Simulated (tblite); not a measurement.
## C₈H₁₃AlO: frequency calculation

- system: C₈H₁₃AlO
- method: GFN2-xTB harmonic vibrations, gas phase (tblite 0.8.0)

It belongs to a series of runs on one base structure; here: H on C replaced by Ph.

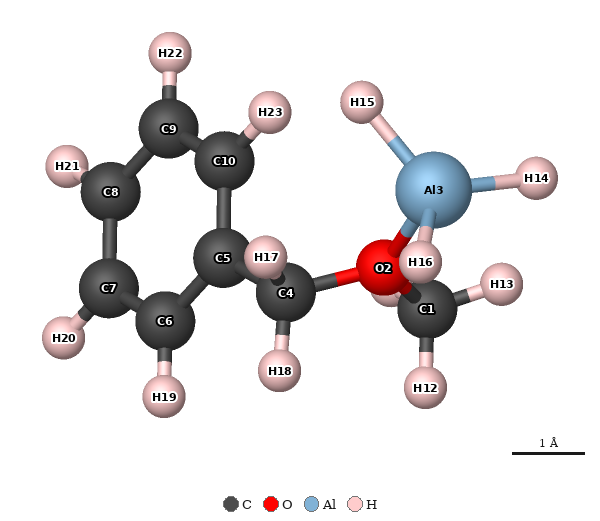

*The input geometry (ball-and-stick view, seen at a tilt; atoms are numbered from 1 in the order of the input). Sticks mark near contacts.*

**Input**
```
{"job": {"kind": "ir", "xc": "GFN2-xTB", "basis": "xTB"}, "charge": 0, "multiplicity": 1}
C     -1.884132    -1.218769     0.073168
O     -1.729215     0.145799    -0.249667
Al    -2.775427     1.652284     0.146821
C     -0.612987     0.429939    -1.080188
C      0.695830     0.083127    -0.424325
C      1.600271    -0.772038    -1.039061
C      2.794063    -1.090297    -0.413776
C      3.084740    -0.566477     0.833981
C      2.183474     0.284388     1.453724
C      0.995252     0.610514     0.826418
H     -1.014016    -1.590092     0.621614
H     -2.026314    -1.814123    -0.833367
H     -2.772979    -1.284003     0.698543
H     -3.782437     0.889814     1.088526
H     -1.704007     2.616767     0.789262
H     -3.228382     2.021877    -1.320060
H     -0.679765     1.510300    -1.261342
H     -0.723748    -0.098386    -2.035226
H      1.372439    -1.184992    -2.011526
H      3.495771    -1.750501    -0.901017
H      4.013245    -0.819707     1.323226
H      2.408652     0.695847     2.426093
H      0.284918     1.275715     1.298257
```

The first line tells a small driver script what to run in tblite; the rest is the geometry in Å.

Command:
```bash
OMP_NUM_THREADS=1 python <driver script> task.json out
```

**The program's output**
```
mode    cm-1     km/mol
  1      28.8      2.14
  2      73.0      5.57
  3      91.2      0.36
  4     117.5      0.72
  5     153.9      0.90
  6     200.5      1.05
  7     228.6      2.06
  8     260.7      1.17
  9     293.3      0.78
 10     370.3      0.09
 11     373.3      1.41
 12     437.3      4.75
 13     478.4      7.19
 14     491.7     18.40
 15     518.1     25.35
 16     590.4      2.65
 17     594.4      9.18
 18     669.5      5.47
 19     750.4     43.37
 20     763.5    292.82
 21     778.8    309.62
 22     792.2    792.86
 23     823.0     17.98
 24     880.0      0.80
 25     904.7      1.16
 26     923.2     11.26
 27     930.9      0.68
 28     935.1      0.15
 29     969.3      7.22
 30     991.0      2.89
 31    1082.4      2.65
 32    1092.5     38.66
 33    1120.5      3.00
 34    1134.4     14.91
 35    1139.2      5.83
 36    1181.1      0.09
 37    1193.2      0.67
 38    1224.2      1.55
 39    1237.1      7.35
 40    1279.0      4.85
 41    1311.4      2.51
 42    1331.8      2.51
 43    1391.6     11.38
 44    1431.2      2.02
 45    1441.0      1.26
 46    1453.1     10.47
 47    1473.3      2.05
 48    1474.6      5.46
 49    1592.6      0.70
 50    1601.2      0.94
 51    1620.0    454.29
 52    1640.0    385.87
 53    1645.6     91.92
 54    2911.0     11.41
 55    2916.7     29.09
 56    2958.6     20.45
 57    2968.7     19.21
 58    3024.8      0.45
 59    3068.4      3.98
 60    3072.2     20.90
 61    3084.0      6.90
 62    3091.5     55.28
 63    3099.5     40.06
```

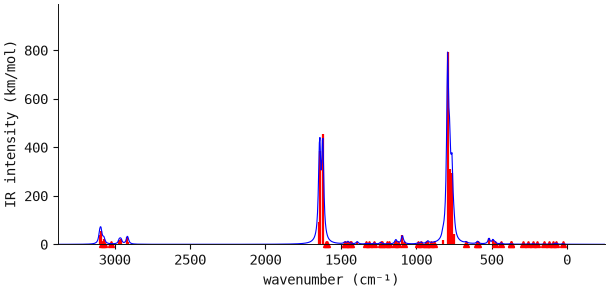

*Harmonic infrared spectrum, unscaled: sticks (degenerate modes added up, dark ones marked on the axis) with a Lorentzian envelope of 16 cm⁻¹ full width, scaled to the tallest stick.*

63 modes from 29 to 3100 cm⁻¹, none imaginary. The strongest line is at 792 cm⁻¹ (793 km/mol).

**Key numbers**

```tsv
quantity	value
outcome	converged
total energy	−786.8515 eV
zero-point energy	111.0770 kcal/mol
hardware	1 CPU thread, shared host
wall time	4.6 s
peak memory	0.18 GiB
```
